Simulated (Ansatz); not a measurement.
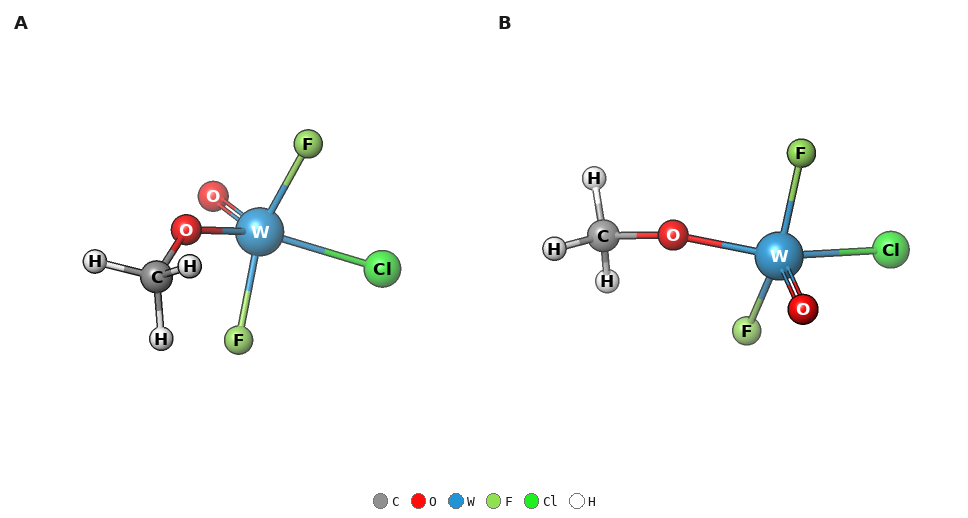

Depth is shown by fading: the farther an atom, the more it takes the colour of the background. Charge 0, singlet. Computed geometry: PBE0-D4/def2-TZVP optimisation.

Q: Can A be turned into B by a rotation alone?

A: No. They are mirror images that no rotation superimposes: the geometry of CH3ClF2O2W is chiral (C1). Their energies are equal.
